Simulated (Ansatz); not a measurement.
# Decaying states in the gap of Cs2SnN2, part 2 of 5

Wanted: the relaxed cell of Cs2SnN2, its band edges and its decay constants. It is built by putting Cs for Li, Sn for Hf in the Li2HfN2 structure of space group P-3m1, with the volume rescaled by atomic radii. The parent structure comes from the Materials Project.

Ansatz 0.2.0; LDA DFT, plane waves, PAW files (the session's first sound run).

So far. Step 2 (Relaxing the new crystal): The largest force component on a free atom ends at 0.0035 eV/Å.

The structure was built from a prototype and need not be the compound's stable phase.

## 3. The bulk crystal and its band edges

The energy window and the wavevectors of the next steps follow from the band edges, so these are searched first, off the mesh as well.

input.yaml

```yaml
crystal:
  lattice:
    - [3.4643778904, 0.0, 0.0]
    - [-1.7321889452, 3.0002392614, 0.0]
    - [0.0, 0.0, 10.0321264574]
  atoms:
    - { symbol: Cs, position: [0.6666666667, 0.3333333333, 0.3016831524] }
    - { symbol: Cs, position: [0.3333333333, 0.6666666667, 0.6983168476] }
    - { symbol: Sn, position: [0.0, 0.0, 0.0] }
    - { symbol: "N", position: [0.6666666667, 0.3333333333, 0.8881681458] }
    - { symbol: "N", position: [0.3333333333, 0.6666666667, 0.1118318542] }
kpoints:
  mp_grid: { grid: [8, 8, 4] }
  band_path: { path: [VBM, CBM], npoints: 30 }
scf:
  occupations: { method: fixed }
hamiltonian:
  xc: lda
output:
  eigenvalues: true
  write_potential: true
  write_density: true
  volumetric_format: npy
  elf: true
```

Run with:

```bash
$ ansatz run input.yaml --threads 2 --pin off --max-ram 4096MiB --backend cpu --events-out ev --progress --plain --runs-dir out
```

Numbers of over 12 decimals in the logs are rounded to 6 here.

Log:

```text
[...]
Crystal: 5 atoms, lattice volume = 104.274 Å³
Basis set: ecut = 420 eV, 2043 PW (Γ)
Bands: 26, of which v1, the nominal top of the filled ones, is band 21 counted from 1 (20 counted from 0)
Symmetry: 12 space group operations
[...]
k-points: 35 of 256
[...]
SCF iter   1: F=—  HF=-17636.159842 eV  |F-HF|=—  |Δ(HF+E_count)|=         —  Δρ=1.93e-2  dr2=1.27e0  ethr=1.77e-3  ⟨swp⟩=4.7  Hψ=3845  notcnv=0  defer=96
[...]
SCF iter   9: F=-17636.015132 eV  HF=-17636.015132 eV  |F-HF|=7.08e-8  |Δ(HF+E_count)|=   9.09e-8  Δρ=3.05e-6  dr2=7.77e-8  ethr=2.38e-10  ⟨swp⟩=9.1  Hψ=4328  notcnv=0
SCF 1 converged in 9 iterations: F = -17636.015132 eV  dr2 = 7.77e-8
[...]
NSCF: frozen V_eff on 34 k-points
[...]
SCF converged after 9 iterations
Free energy (F): -17636.015132 eV
[...]
Internal energy: -17636.015132 eV  (E = F + TS)
E sigma→0 (E₀):  -17636.015132 eV
Fermi energy:    10.349553 eV
[...]
--- Band table (eV; the first three rows and the last of 35) ---
  k-point 0: bands = [... 17 lower, 9.4759, 9.8083, 9.8083, 10.2085, 10.7257, 12.7387, 12.7697, 13.6074, ... 1 higher]
  k-point 1: bands = [... 17 lower, 9.4767, 9.8077, 9.8077, 9.8854, 11.1409, 12.3939, 12.8535, 13.5095, ... 1 higher]
  k-point 2: bands = [... 17 lower, 9.4773, 9.6846, 9.8072, 9.8072, 11.5727, 11.9832, 12.9528, 13.4164, ... 1 higher]
  k-point 34: bands = [... 17 lower, 7.4135, 7.7602, 9.9692, 10.0180, 12.5849, 13.3344, 13.4587, 14.0363, ... 1 higher]
```

Elapsed: 10 s, on 2 threads of Intel Xeon Platinum 8175M at 2.50GHz (Skylake/Cascade Lake), shared host; peak memory 0.46 GiB; 20 s of CPU time.

This step gave:

```yaml
free_energy: -17636.0151 eV
fermi_energy: 10.35 eV
gap_on_the_k_mesh: 0.3761 eV
gap_on_path: 0.3562 eV, by band count; negative where bands overlap
direct_gap_on_path: 0.5172 eV
edge_places_on_path: 0, 0.3212 1/A along the path
```

The electronic bands at the labelled points (eV, zero at the Fermi level (highest filled level under fixed occupations); v1 is the highest filled band, c1 the lowest empty one):

| point | v4 | v3 | v2 | v1 | c1 | c2 | c3 | c4 |
| --- | --- | --- | --- | --- | --- | --- | --- | --- |
| VBM | -1.55 | -0.72 | -0.61 | 0.02 | 1.19 | 2.77 | 3.07 | 3.44 |
| CBM | -0.87 | -0.54 | -0.54 | -0.14 | 0.38 | 2.39 | 2.42 | 3.26 |

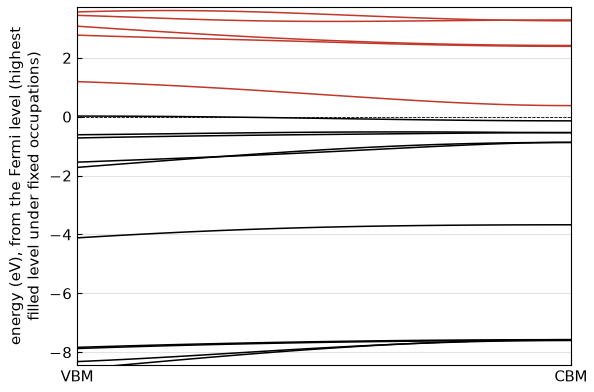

Electronic bands along the path; lines of filled and empty bands in two colours.

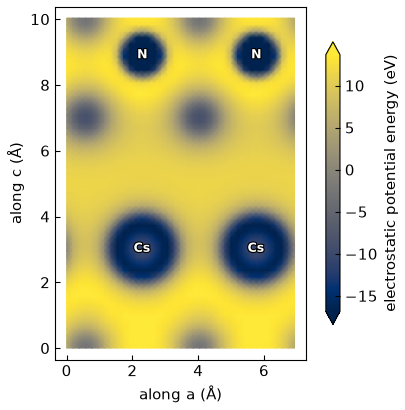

Electrostatic potential energy in the ac plane at fractional y = 0.333, with atoms of Cs and N within 0.2 Å of it. With pseudopotentials it is smooth inside the atoms' cores, unlike the true potential.

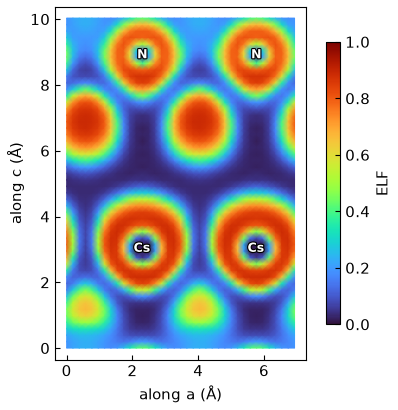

ELF in the ac plane at fractional y = 0.333, with atoms of Cs and N within 0.2 Å of it. It is the smooth field of the valence electrons, not physical close to the nuclei.

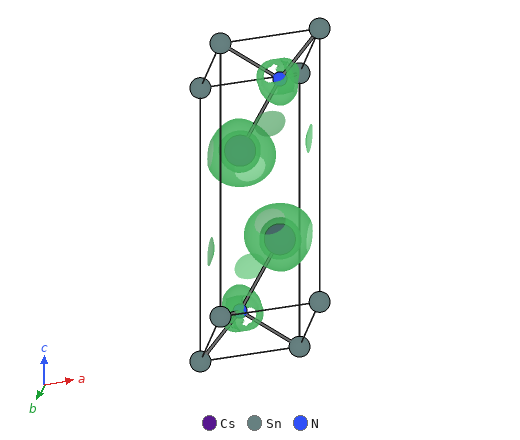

Surface of ELF = 0.81. Bonds to atoms that aren't drawn are left out.

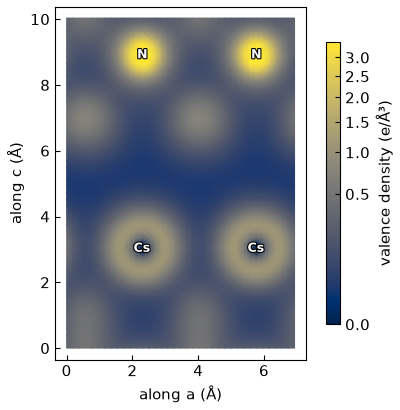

Valence density in the ac plane at fractional y = 0.333, with atoms of Cs and N within 0.2 Å of it. It is the smooth field of the valence electrons, not physical close to the nuclei. The colour scale is stretched toward low values.

The searched edges give 0.356 eV, against 0.376 eV on the mesh.

## 4. Complex bands

This step: LDA DFT, plane waves, PAW files; complex bands by layer matching along the plane's normal (Ansatz 0.2.0).

The same crystal is laid in a cell whose first two vectors span the (100) plane (indices of the standard conventional cell, whose axes can be ordered otherwise than in the bulk input). At fixed energy and wavevector in the plane the solver finds all kz, real and complex. A few wavevectors are listed, (0, 0), (-0.0885, 0) and (0.1771, 0) in units of the plane's reciprocal vectors; the slowest state needn't be among them.

input.yaml

```yaml
crystal:
  lattice:
    - [3.46437789, 0.0, 0.0]
    - [0.0, 10.032126457, 0.0]
    - [1.732188945, 0.0, 3.000239261]
  atoms:
    - { symbol: Cs, position: [0.6666666667, 0.3016831524, 0.6666666667] }
    - { symbol: Cs, position: [0.3333333333, 0.6983168476, 0.3333333333] }
    - { symbol: Sn, position: [0.0, 0.0, 0.0] }
    - { symbol: "N", position: [0.6666666667, 0.8881681458, 0.6666666667] }
    - { symbol: "N", position: [0.3333333333, 0.1118318542, 0.3333333333] }
kpoints:
  mp_grid: { grid: [8, 4, 8] }
scf:
  occupations: { method: fixed }
hamiltonian:
  xc: lda
output:
  eigenvalues: true
  transmission:
    leads: [[0, 0]]
    kpoints: [[0.0, 0.0], [-0.0885, 0.0], [0.1771, 0.0]]
    e_range: [-1.0, 1.36]
    de: 0.05
```

Log:

```text
[...]
Crystal: 5 atoms, lattice volume = 104.274 Å³
Basis set: ecut = 420 eV, 2043 PW (Γ)
Bands: 26, of which v1, the nominal top of the filled ones, is band 21 counted from 1 (20 counted from 0)
Symmetry: 12 space group operations
[...]
k-points: 35 of 256
[...]
SCF iter   1: F=—  HF=-17636.159740 eV  |F-HF|=—  |Δ(HF+E_count)|=         —  Δρ=1.93e-2  dr2=1.27e0  ethr=1.77e-3  ⟨swp⟩=4.7  Hψ=3877  notcnv=0  defer=96
[...]
SCF iter   9: F=-17636.015132 eV  HF=-17636.015132 eV  |F-HF|=6.20e-8  |Δ(HF+E_count)|=   9.51e-8  Δρ=2.85e-6  dr2=6.83e-8  ethr=2.38e-10  ⟨swp⟩=9.3  Hψ=4326  notcnv=0
SCF 1 converged in 9 iterations: F = -17636.015132 eV  dr2 = 6.83e-8
[...]
transmission: 4 of 12 steps passed
transmission: 8 of 12 steps passed
transmission: 12 of 12 steps passed
SCF converged after 9 iterations
Free energy (F): -17636.015132 eV
[...]
Internal energy: -17636.015132 eV  (E = F + TS)
E sigma→0 (E₀):  -17636.015132 eV
Fermi energy:    10.349559 eV
[...]
--- Band table (eV; the first three rows and the last of 35) ---
  k-point 0: bands = [... 17 lower, 9.4759, 9.8083, 9.8083, 10.2085, 10.7257, 12.7387, 12.7697, 13.6074, ... 1 higher]
  k-point 1: bands = [... 17 lower, 9.1038, 9.3985, 9.9909, 10.3496, 11.3805, 12.9757, 13.1949, 13.6771, ... 1 higher]
  k-point 2: bands = [... 17 lower, 8.5225, 9.1118, 10.1009, 10.1713, 11.5034, 12.7370, 12.9878, 13.5385, ... 1 higher]
  k-point 34: bands = [... 17 lower, 7.4135, 7.7602, 9.9692, 10.0180, 12.5849, 13.3343, 13.4587, 14.0363, ... 1 higher]
--- Transmission ---
  basis      : 303 plane waves across, 4 finite elements along
  points     : 3, as listed
  energies   : 48 from -1.000000 to 1.350000 eV about the Fermi level, 0.050000 eV apart; the leads are filled to 0.188052 eV, and channels, transmission and decay are at 0.200000 eV
  crystal 0  : Cs2N2Sn1, at the sites [0, 0], period 3.0002 Å: whole cells are its period
    offset         : up to 0.0000 Å between an atom of the period and one for which it stands
    channels       : 0.000000e0 a spin
    conductance    : none, the energies end too early or step too widely for 300 K: set another output.transmission.e_range or a lower de, or, where they end at an eighth of basis.ecutwfc, a higher one
    slowest decay  : 0.0893 /Å at (0.0000, 0.0000)
```

It took 68 s on 2 threads; peak memory 1 GiB; 2.2 min of CPU time.

Numbers from this step:

```yaml
level_to_which_the_leads_are_filled: 0.1881 eV from the Fermi level
decay_constant_at_the_filling_level_zone_centre: 0.0893 Å⁻¹
decay_constant_at_the_filling_level_slowest_listed_point: 0.0893 Å⁻¹
```

K parallel (0, 0); values up to 1.5 1/Å, a degenerate pair printed once or twice; energies at which all values exceed this have no row. Table of Im kz of the slowest decaying states by energy, zero at the highest filled level on the SCF mesh:

| energy (eV) | decay 1 (Å⁻¹) | decay 2 (Å⁻¹) | decay 3 (Å⁻¹) | decay 4 (Å⁻¹) |
| --- | --- | --- | --- | --- |
| -1.0000 | 0.119 | 0.271 | 0.305 | 0.636 |
| -0.7500 | 0.067 | 0.0987 | 0.276 | 0.313 |
| -0.5000 | 0.0778 | 0.234 | 0.330 | 0.575 |
| -0.2500 | 0.135 | 0.143 | 0.331 | 0.544 |
| 0.0000 | 0.127 | 0.174 | 0.322 | 0.465 |
| 0.2500 | 0.0768 | 0.214 | 0.220 | 0.307 |
| 0.5000 | 0.237 | 0.285 | 0.286 | 0.399 |
| 0.7500 | 0.249 | 0.252 | 0.323 | 0.329 |
| 1.0000 | 0.179 | 0.213 | 0.261 | 0.362 |
| 1.2500 | 0.119 | 0.265 | 0.355 | 0.391 |

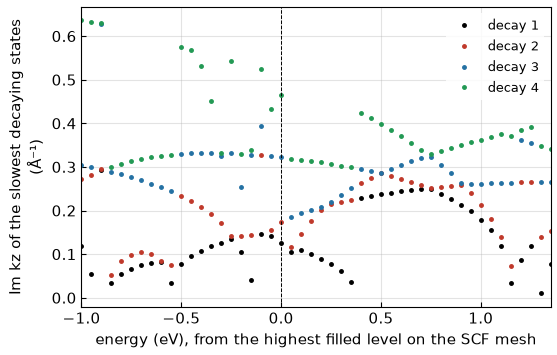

Im kz of the slowest decaying states against energy.

K parallel (0, 0). Re kz of states that move upwards against energy, zero at the highest filled level on the SCF mesh:

| energy (eV) | channel 1 (Å⁻¹) | channel 2 (Å⁻¹) | channel 3 (Å⁻¹) | channel 4 (Å⁻¹) |
| --- | --- | --- | --- | --- |
| -1.000 | -0.287 | -0.131 | -0.0807 | - |
| -0.800 | -0.864 | -0.194 | - | - |
| -0.600 | -0.748 | -0.0946 | - | - |
| -0.400 | -0.647 | 0.210 | - | - |
| -0.200 | -0.536 | - | - | - |
| 0.000 | -0.336 | 0.267 | - | - |
| 0.200 | - | - | - | - |
| 0.400 | 0.0354 | - | - | - |
| 0.600 | 0.118 | - | - | - |
| 0.800 | 0.178 | - | - | - |
| 1.000 | 0.248 | - | - | - |
| 1.200 | -0.945 | 0.628 | - | - |

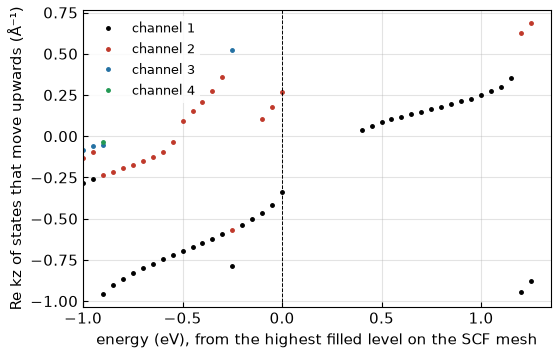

Re kz of states that move upwards, plotted against energy.

K parallel (-0.0885, 0); values up to 1.5 1/Å, a degenerate pair printed once or twice; energies at which all values exceed this have no row. Im kz of the slowest decaying states against energy, zero at the highest filled level on the SCF mesh:

| energy (eV) | decay 1 (Å⁻¹) | decay 2 (Å⁻¹) | decay 3 (Å⁻¹) | decay 4 (Å⁻¹) |
| --- | --- | --- | --- | --- |
| -1.0000 | 0.0561 | 0.293 | 0.303 | 0.439 |
| -0.7500 | 0.0856 | 0.341 | 0.404 | 0.507 |
| -0.5000 | 0.353 | 0.361 | 0.398 | 0.617 |
| -0.2500 | 0.108 | 0.198 | 0.242 | 0.408 |
| 0.0000 | 0.154 | 0.302 | 0.436 | 0.496 |
| 0.2500 | 0.175 | 0.233 | 0.326 | 0.445 |
| 0.5000 | 0.177 | 0.303 | 0.325 | 0.445 |
| 0.7500 | 0.246 | 0.304 | 0.348 | 0.439 |
| 1.0000 | 0.258 | 0.280 | 0.377 | 0.380 |
| 1.2500 | 0.145 | 0.285 | 0.300 | 0.391 |

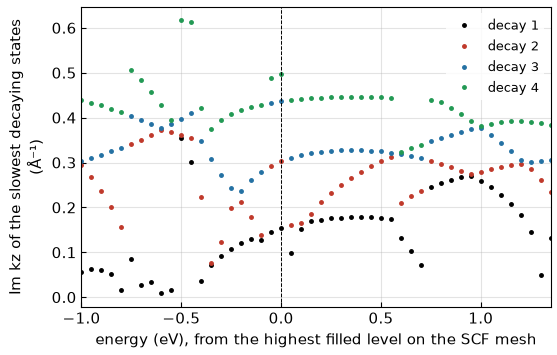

Im kz of the slowest decaying states against energy.

K parallel (-0.0885, 0). The Re kz of states that move upwards by energy, zero at the highest filled level on the SCF mesh:

| energy (eV) | channel 1 (Å⁻¹) | channel 2 (Å⁻¹) | channel 3 (Å⁻¹) | channel 4 (Å⁻¹) |
| --- | --- | --- | --- | --- |
| -1.0000 | -0.432 | - | - | - |
| -0.7500 | -0.298 | -0.0737 | 0.200 | - |
| -0.5000 | -0.741 | -0.199 | 0.0245 | 0.443 |
| -0.2500 | -0.605 | - | - | - |
| 0.0000 | -0.357 | 0.194 | - | - |
| 0.2500 | - | - | - | - |
| 0.5000 | - | - | - | - |
| 0.7500 | 0.0208 | - | - | - |
| 1.0000 | 0.181 | - | - | - |
| 1.2500 | 0.327 | - | - | - |

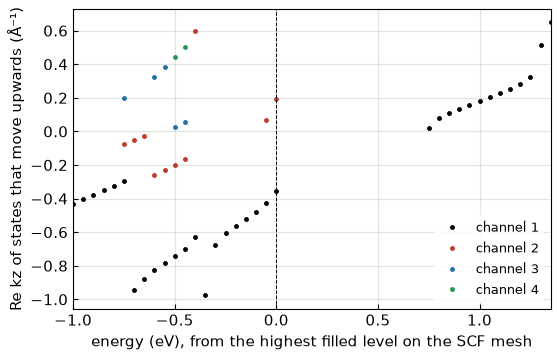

Re kz of states that move upwards, plotted against energy.

K parallel (0.1771, 0); values up to 1.5 1/Å, a degenerate pair printed once or twice; energies at which all values exceed this have no row. Im kz of the slowest decaying states against energy, zero at the highest filled level on the SCF mesh:

| energy (eV) | decay 1 (Å⁻¹) | decay 2 (Å⁻¹) | decay 3 (Å⁻¹) | decay 4 (Å⁻¹) |
| --- | --- | --- | --- | --- |
| -1.0000 | 0.0758 | 0.287 | 0.438 | 0.507 |
| -0.7500 | 0.119 | 0.298 | 0.362 | 0.501 |
| -0.5000 | 0.216 | 0.303 | 0.496 | 0.572 |
| -0.2500 | 0.0626 | 0.291 | 0.489 | 0.555 |
| 0.0000 | 0.140 | 0.240 | 0.254 | 0.480 |
| 0.2500 | 0.176 | 0.293 | 0.305 | 0.332 |
| 0.5000 | 0.189 | 0.337 | 0.357 | 0.376 |
| 0.7500 | 0.185 | 0.349 | 0.367 | 0.396 |
| 1.0000 | 0.149 | 0.346 | 0.346 | 0.423 |
| 1.2500 | 0.125 | 0.322 | 0.323 | 0.412 |

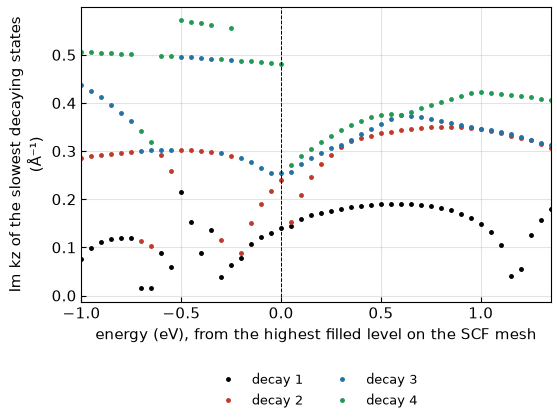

Im kz of the slowest decaying states, plotted against energy.

K parallel (0.1771, 0). Table of Re kz of states that move upwards by energy, zero at the highest filled level on the SCF mesh:

| energy (eV) | channel 1 (Å⁻¹) | channel 2 (Å⁻¹) | channel 3 (Å⁻¹) | channel 4 (Å⁻¹) |
| --- | --- | --- | --- | --- |
| -1.000 | -0.110 | - | - | - |
| -0.800 | -0.0377 | - | - | - |
| -0.600 | 0.0144 | - | - | - |
| -0.400 | -0.815 | -0.309 | 0.0978 | 0.573 |
| -0.200 | -0.536 | - | - | - |
| 0.000 | -0.131 | - | - | - |
| 0.200 | - | - | - | - |
| 0.400 | - | - | - | - |
| 0.600 | - | - | - | - |
| 0.800 | - | - | - | - |
| 1.000 | - | - | - | - |
| 1.200 | 0.268 | - | - | - |

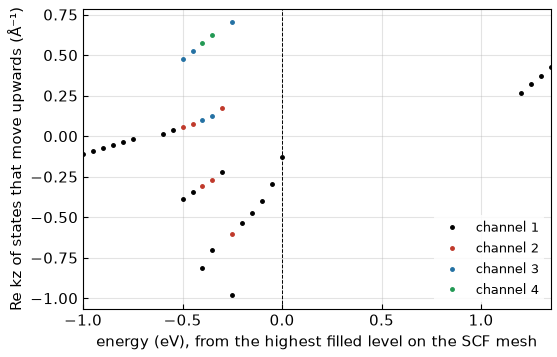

Re kz of states that move upwards against energy.

At the listed wavevectors the last open channel is at +0.00 eV and the next at +0.40 eV on the grid. At +0.20 eV, the grid energy nearest the filling level (the middle of the gap on the SCF mesh), the slowest state at the listed wavevectors decays with κ = 0.0893 Å⁻¹, its amplitude falling by e over 11 Å. Through 1 nm of this crystal that state's transmission falls by exp(−2 × 0.0893 Å⁻¹ × 10 Å) = 0.17.

## 5. Decay over the two-dimensional zone

The listed points could miss the slowest state, so one energy near mid-gap is solved on a mesh of 10×4.

input.yaml, as its differences from that of step 4:

```diff
@@ -19,6 +19,2 @@
   eigenvalues: true
-  transmission:
-    leads: [[0, 0]]
-    kpoints: [[0.0, 0.0], [-0.0885, 0.0], [0.1771, 0.0]]
-    e_range: [-1.0, 1.36]
-    de: 0.05
+  transmission: { leads: [[0, 0]], kmesh: [10, 4], e_range: [0.18, 0.19], de: 0.05 }
```

Log:

```text
[...]
Crystal: 5 atoms, lattice volume = 104.274 Å³
Basis set: ecut = 420 eV, 2043 PW (Γ)
Bands: 26, of which v1, the nominal top of the filled ones, is band 21 counted from 1 (20 counted from 0)
Symmetry: 12 space group operations
[...]
k-points: 35 of 256
[...]
SCF iter   1: F=—  HF=-17636.159740 eV  |F-HF|=—  |Δ(HF+E_count)|=         —  Δρ=1.93e-2  dr2=1.27e0  ethr=1.77e-3  ⟨swp⟩=4.7  Hψ=3877  notcnv=0  defer=96
[...]
SCF iter   9: F=-17636.015132 eV  HF=-17636.015132 eV  |F-HF|=6.20e-8  |Δ(HF+E_count)|=   9.51e-8  Δρ=2.85e-6  dr2=6.83e-8  ethr=2.38e-10  ⟨swp⟩=9.3  Hψ=4326  notcnv=0
SCF 1 converged in 9 iterations: F = -17636.015132 eV  dr2 = 6.83e-8
[...]
transmission: 16 of 72 steps passed
transmission: 32 of 72 steps passed
[...]
transmission: 72 of 72 steps passed
SCF converged after 9 iterations
Free energy (F): -17636.015132 eV
[...]
Internal energy: -17636.015132 eV  (E = F + TS)
E sigma→0 (E₀):  -17636.015132 eV
Fermi energy:    10.349559 eV
[...]
--- Band table (eV; the first three rows and the last of 35) ---
  k-point 0: bands = [... 17 lower, 9.4759, 9.8083, 9.8083, 10.2085, 10.7257, 12.7387, 12.7697, 13.6074, ... 1 higher]
  k-point 1: bands = [... 17 lower, 9.1038, 9.3985, 9.9909, 10.3496, 11.3805, 12.9757, 13.1949, 13.6771, ... 1 higher]
  k-point 2: bands = [... 17 lower, 8.5225, 9.1118, 10.1009, 10.1713, 11.5034, 12.7370, 12.9878, 13.5385, ... 1 higher]
  k-point 34: bands = [... 17 lower, 7.4135, 7.7602, 9.9692, 10.0180, 12.5849, 13.3343, 13.4587, 14.0363, ... 1 higher]
--- Transmission ---
  basis      : 303 plane waves across, 4 finite elements along
  points     : 18, standing for a mesh of 10 x 4
  energies   : 1 from 0.180000 to 0.180000 eV about the Fermi level; the leads are filled to 0.188052 eV, and channels, transmission and decay are at 0.180000 eV
  crystal 0  : Cs2N2Sn1, at the sites [0, 0], period 3.0002 Å: whole cells are its period
[...]
channels       : 0.000000e0 a spin
    conductance    : none, crystal 0 has no channel at the energies, or these end too early or step too widely for 300 K: set another output.transmission.e_range or a lower de, or, where they end at an eighth of basis.ecutwfc, a higher one
    slowest decay  : 0.0937 /Å at (0.0000, 0.0000)
```

Elapsed: 31 s, on 2 threads; peak memory 0.95 GiB.

Numbers from this step:

- least decay constant on the mesh: 0.0937 Å⁻¹

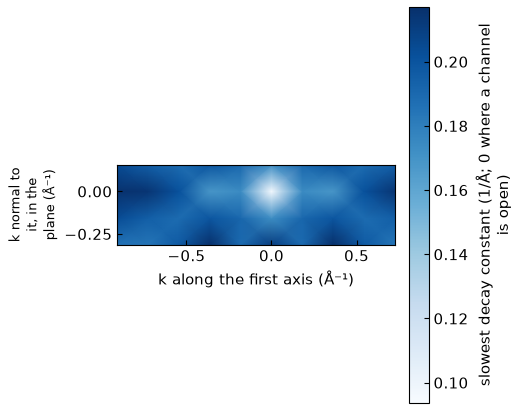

Slowest decay constant (1/Å; 0 where a channel is open) over k1 and k2. At 0.1800 eV from the Fermi level.

The least value on the mesh is 0.0937 Å⁻¹ at +0.18 eV. At that energy the listed points give about 0.0935 Å⁻¹ by interpolation, so the mesh holds no clearly slower state.

[end of part 2 of 5]

[Logs are printed without paths, hosts, clocks, repeated set-up lines and the standing remarks that a program may print on its own settings, such as how far it seeks lower states.]

[Hosts, paths, dates, database ids (printed as entryN), source tags and the programs' standing remarks are cut or masked in the printed files.]
